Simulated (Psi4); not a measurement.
# triplet CH7BSi2 at 6 levels

Aim: a comparison of 6 runs (U-wB97X-V/6-31G*, UBLYP/6-31G*, USVWN5/6-31G*, UMP3/6-31G*, UCCSD/6-31G*, UCCSD(T)/6-31G*) of triplet CH7BSi2. 

The calculation is run with Psi4 1.11.

1 further run of the same task is left out (set aside as unsound or not needed). Runs told in other sessions of the task aren't counted.

**1. The structure to begin with**

CH7BSi2: 11 atoms, total charge 0, spin state triplet. As SMILES of the parent species, `CB1[SiH2][SiH2]1`. The shape is that of a PBE0-D4/def2-TZVP optimisation. That shape belongs to the parent species and isn't relaxed for this state.

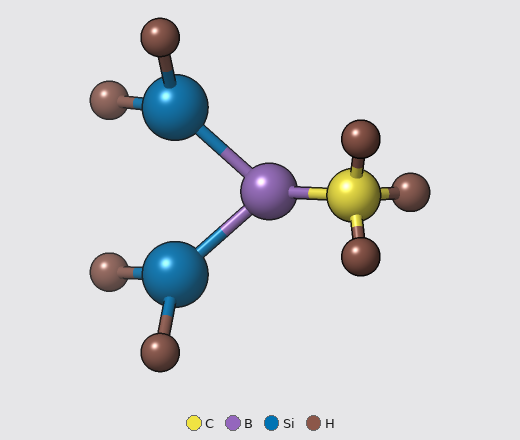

The structure, seen from a chosen angle (carbon yellow, boron purple, silicon blue, hydrogen brown).

**2. A single-point energy at U-wB97X-V/6-31G(d) (spherical functions) (run 1)**

Input file calc.py:

```python
import psi4

psi4.set_memory(2200000000)
psi4.set_num_threads(1)
psi4.core.set_output_file('ch7bsi2.out', False)

mol = psi4.geometry("""
0 3
C     -0.263900     1.793500     0.099500
B     -0.450600     0.243000    -0.016600
Si     0.018800    -1.148600     1.199400
Si     0.210300    -0.982900    -1.318800
H      0.165600     2.121800     1.048800
H     -1.271300     2.229100     0.051100
H      0.301000     2.238000    -0.723000
H     -0.479200    -2.541300     1.107000
H      0.876900    -0.975400     2.403900
H      1.239000    -0.662800    -2.346600
H     -0.281200    -2.371200    -1.484200
symmetry c1
""")

options = {'basis': '6-31G*', 'reference': 'uks', 'puream': True, 'e_convergence': 1e-09, 'd_convergence': 1e-08, 'scf_type': 'pk', 'dft_radial_points': 99, 'dft_spherical_points': 590, 'maxiter': 100}
psi4.set_options(options)

result = psi4.energy('wb97x-v', molecule=mol)
print('E =', round(result, 9))
```

Started as:

```bash
python calc.py
```

ch7bsi2.out:

```text
[...]
  Running in c1 symmetry.
[...]
  Nuclear repulsion =  181.476428428229070
[...]
  Multiplicity = 3
[...]
  Nalpha       = 24
  Nbeta        = 22
[...]
    Number of basis functions: 78
[...]
   @UKS iter   1:  -645.66670178868583   -4.90653e-01   6.04054e-03 ADIIS/DIIS
[...]
   @UKS iter  17:  -645.81146891907827   -1.44723e-10   9.75262e-09 DIIS
[...]
   @S^2 Observed:                2.009034052E+00
[...]
  @UKS Final Energy:  -645.81146891907827
   => Energetics <=
    Nuclear Repulsion Energy =            181.4764284282290703
    One-Electron Energy =               -1251.5508664933247474
    Two-Electron Energy =                 463.3476823279903556
    DFT Exchange-Correlation Energy =     -39.2696887284579930
    Empirical Dispersion Energy =           0.0000000000000000
    VV10 Nonlocal Energy =                  0.1849755464851200
    Total Energy =                       -645.8114689190780382
  UHF NO Occupations:
  HONO-2 :   22  A 1.9967909
  HONO-1 :   23  A 1.0000000
[...]
 Multipole Moments:
 ------------------------------------------------------------------------------------
     Multipole            Electronic (a.u.)      Nuclear  (a.u.)        Total (a.u.)
 ------------------------------------------------------------------------------------
 L = 1.  Multiply by 2.5417464519 to convert [e a0] to [Debye]
 Dipole X            :         -0.8619010            1.0274886            0.1655876
 Dipole Y            :         -2.4048375            2.0835424           -0.3212951
 Dipole Z            :         -0.2253750            0.2159402           -0.0094348
 Magnitude           :                                                    0.3615782
[...]
```

Standard output:

```text
E = -645.811468919
```

Run time: 3.7 min. Hardware: 1 thread of Intel Xeon 6975P-C (Granite Rapids), shared host; peak memory 1.5 GiB.

**3. A single-point energy at UBLYP/6-31G(d) (spherical functions) (run 2)**

Input file ch7bsi2.py:

```python
import psi4

psi4.set_memory('2200 MB')
psi4.set_num_threads(1)
psi4.core.set_output_file('ch7bsi2.out', False)

geom = psi4.geometry("""
0 3
C     -0.49869872     3.38922380     0.18802775
B     -0.85151059     0.45920345    -0.03136945
Si     0.03552685    -2.17053943     2.26653751
Si     0.39740940    -1.85741181    -2.49217081
H      0.31293865     4.00962089     1.98194476
H     -2.40240882     4.21238850     0.09656500
H      0.56880756     4.22920707    -1.36627199
H     -0.90555676    -4.80236100     2.09192682
H      1.65710084    -1.84323886     4.54271263
H      2.34137067    -1.25251048    -4.43443132
H     -0.53139099    -4.48091859    -2.80473151
units bohr
symmetry c1
""")

options = {'basis': '6-31G*', 'reference': 'uks', 'puream': True, 'e_convergence': 1e-09, 'd_convergence': 1e-08, 'scf_type': 'pk', 'dft_radial_points': 99, 'dft_spherical_points': 590, 'maxiter': 100}
psi4.set_options(options)

e, wfn = psi4.energy("blyp", return_wfn=True)
psi4.oeprop(wfn, "WIBERG_LOWDIN_INDICES", "QUADRUPOLE", "MAYER_INDICES")
print(f'total energy {e:.8f} hartree = {e * 27.211386:.5f} eV')
```

Started as:

```bash
python ch7bsi2.py
```

ch7bsi2.out:

```text
[...]
  Running in c1 symmetry.
[...]
  Nuclear repulsion =  181.476428613285663
[...]
  Multiplicity = 3
[...]
  Nalpha       = 24
  Nbeta        = 22
[...]
    Number of basis functions: 78
[...]
   @UKS iter   1:  -645.39463993052880    1.11207e-01   1.09035e-02 ADIIS/DIIS
[...]
   @UKS iter  19:  -645.86661135144425   -1.47793e-12   4.96176e-09 DIIS
[...]
   @S^2 Observed:                2.003665910E+00
[...]
    Orbital Energies [Eh]
    ---------------------
    Alpha Occupied:
       1A    -65.479218     2A    -65.479169     3A     -9.882638
       4A     -6.492762     5A     -5.064776     6A     -5.064728
       7A     -3.488831     8A     -3.488747     9A     -3.481556
      10A     -3.481480    11A     -3.479327    12A     -3.479265
      13A     -0.607997    14A     -0.537554    15A     -0.451552
      16A     -0.380988    17A     -0.341312    18A     -0.339785
      19A     -0.332413    20A     -0.301535    21A     -0.282233
      22A     -0.219954    23A     -0.219545    24A     -0.087280
    Alpha Virtual:
      25A     -0.079343    26A     -0.002182    27A      0.026673
[...]
  @UKS Final Energy:  -645.86661135144425
   => Energetics <=
    Nuclear Repulsion Energy =            181.4764286132856625
    One-Electron Energy =               -1251.6736816353059112
    Two-Electron Energy =                 478.2066299746767868
    DFT Exchange-Correlation Energy =     -53.8759883041008578
    Empirical Dispersion Energy =           0.0000000000000000
    VV10 Nonlocal Energy =                  0.0000000000000000
    Total Energy =                       -645.8666113514442486
  UHF NO Occupations:
  HONO-2 :   22  A 1.9992948
  HONO-1 :   23  A 1.0000000
[...]
```

On the terminal:

```text
total energy -645.86661135 hartree = -17574.92567 eV
```

It took 24 s on 1 thread of Intel Xeon 6975P-C (Granite Rapids), shared host; peak memory 1.4 GiB.

Runs 3 to 5 aren't shown in full; the table further down has their settings and results.

**4. The energy at UCCSD(T)/6-31G(d) (spherical functions) (run 6)**

Input file job.py:

```python
import psi4

psi4.set_memory('2200 MB')
psi4.set_num_threads(1)
psi4.set_output_file('psi4.out', False)

m = psi4.geometry("""
0 3
C     -0.263900     1.793500     0.099500
B     -0.450600     0.243000    -0.016600
Si     0.018800    -1.148600     1.199400
Si     0.210300    -0.982900    -1.318800
H      0.165600     2.121800     1.048800
H     -1.271300     2.229100     0.051100
H      0.301000     2.238000    -0.723000
H     -0.479200    -2.541300     1.107000
H      0.876900    -0.975400     2.403900
H      1.239000    -0.662800    -2.346600
H     -0.281200    -2.371200    -1.484200
symmetry c1
""")

psi4.set_options({
    'reference': 'uhf',
    'puream': True,
    'e_convergence': 1e-09,
    'd_convergence': 1e-08,
    'scf_type': 'pk',
    'num_frozen_docc': 12,
    'maxiter': 100,
})

E = psi4.energy("ccsd(t)/6-31G*")
print(f'ccsd(t)/6-31G* energy: {E:.10f} Eh')
```

Started as:

```bash
python job.py
```

psi4.out:

```text
[...]
  Running in c1 symmetry.
[...]
  Nuclear repulsion =  181.476428428229070
[...]
  Multiplicity = 3
[...]
  Nalpha       = 24
  Nbeta        = 22
[...]
    Number of basis functions: 78
[...]
   @UHF iter   1:  -644.15396665155708   -5.69174e-01   4.72529e-03 DIIS/ADIIS
[...]
   @UHF iter  20:  -644.26947100192933   -1.18234e-11   6.19007e-09 DIIS
[...]
   @S^2 Observed:                2.024498591E+00
[...]
  @UHF Final Energy:  -644.26947100192933
   => Energetics <=
    Nuclear Repulsion Energy =            181.4764284282290703
    One-Electron Energy =               -1251.2171087210658698
    Two-Electron Energy =                 425.4712092909073249
    Total Energy =                       -644.2694710019293325
  UHF NO Occupations:
  HONO-2 :   22  A 1.9930306
  HONO-1 :   23  A 1.0000000
  HONO-0 :   24  A 1.0000000
  LUNO+0 :   25  A 0.0069694
  LUNO+1 :   26  A 0.0023516
[...]
 Multipole Moments:
 ------------------------------------------------------------------------------------
     Multipole            Electronic (a.u.)      Nuclear  (a.u.)        Total (a.u.)
 ------------------------------------------------------------------------------------
 L = 1.  Multiply by 2.5417464519 to convert [e a0] to [Debye]
 Dipole X            :         -0.8969291            1.0274886            0.1305595
 Dipole Y            :         -2.5058517            2.0835424           -0.4223093
 Dipole Z            :         -0.2355863            0.2159402           -0.0196462
 Magnitude           :                                                    0.4424669
[...]
      * MP2 total energy                      = -644.624685928883423
[...]
      * CCSD total energy                     = -644.684106631430495
[...]
      * CCSD(T) total energy                     = -644.698572290270135
```

On the terminal:

```text
ccsd(t)/6-31G* energy: -644.6985722903 Eh
```

Wall time 37 s (1 thread of Intel Xeon 6975P-C (Granite Rapids), shared host); peak memory 0.44 GiB.

**5. All runs side by side**

```csv
run,level,task,frozen core orbitals,energy (Eh),HOMO energy (eV),LUMO energy (eV),⟨S²⟩,wall time
1,U-wB97X-V/6-31G* (spherical functions),energy,0,-645.811469,-5.44,-2.40,2.009,3.7 min
2,UBLYP/6-31G* (spherical functions),energy,0,-645.866611,-2.38,–,2.004,24 s
3,USVWN5/6-31G* (spherical functions),gradient,0,-642.911916,-2.62,–,2.003,21 s
4,UMP3/6-31G* (spherical functions),energy,12,-644.671530,-5.57,-0.61,2.024,6.6 s
5,UCCSD/6-31G* (spherical functions),energy,12,-644.684107,-5.57,-0.61,2.024,24 s
6,UCCSD(T)/6-31G* (spherical functions),energy,12,-644.698572,-5.57,-0.61,2.024,37 s
```

**6. Summary of results**

| quantity | value |
| --- | --- |
| run 6: total energy | -644.69857 Eh |
| run 6: HOMO energy (Hartree–Fock orbitals) (highest over α and β) | -5.57 eV |
| run 6: LUMO energy (Hartree–Fock orbitals) (lowest over α and β) | -0.61 eV |
| run 6: correlation energy (12 core orbitals frozen) | -429.1 mEh |
| run 6: (T) correction | -14.47 mEh |
| run 6: ⟨S²⟩ of the reference determinant | 2.024 |
| run 6: T1 diagnostic | 0.025 |

Over runs 1, 2, 3 the dipole moment (its size) runs from 0.60 D (USVWN5/6-31G*) to 0.92 D (U-wB97X-V/6-31G*). Totals of different functionals can't be ranked against each other. All runs together took 5.6 min, the longest 3.7 min.
